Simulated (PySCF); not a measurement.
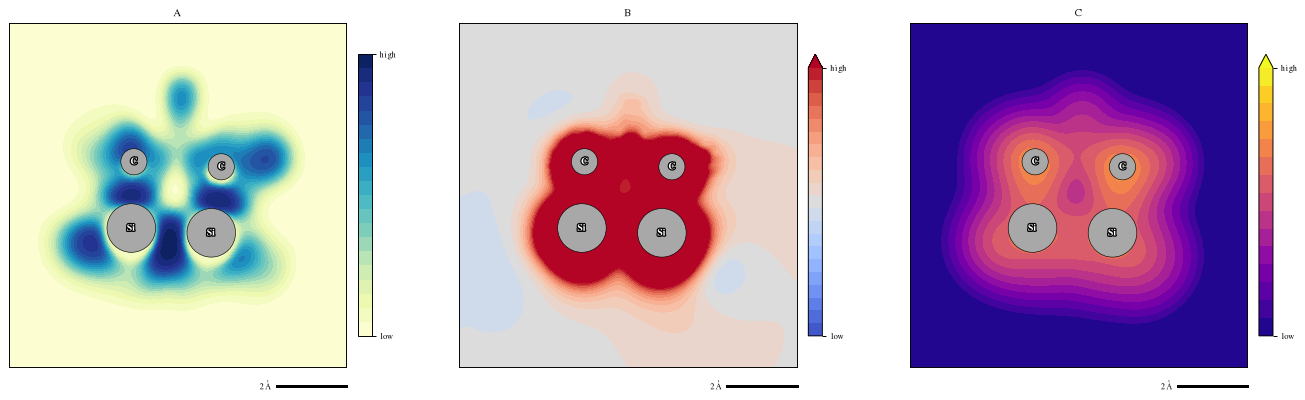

C3H10NSi2 (doublet): 3 fields on the plane of atoms C3, Si2 and Si6, with unlabelled colour scales. Grey discs cover the atomic cores.

Geometry: GFN2-xTB.

Method: UKS B3LYP, pcH-1 on C H N Si, non-relativistic, mean-field spin-orbit, GIAO (PySCF 2.14.0, density-fitted response routines).

**The panels show electron density, electron localisation function and electrostatic potential in some order. Assign them.**

Panel A: electron localisation function. Panel B: electrostatic potential (strongly positive close to the atoms and fading to about zero outside). Panel C: electron density. From the grid: C–Si (1.91 Å): ρ is about 0.88 e/Å³ halfway; the ELF peaks at about 0.95 between the atoms (localised, covalent bonding). Si–Si (2.31 Å): ρ at the midpoint is about 0.55 e/Å³; the ELF peaks at about 0.95 between the atoms (a covalent bond).
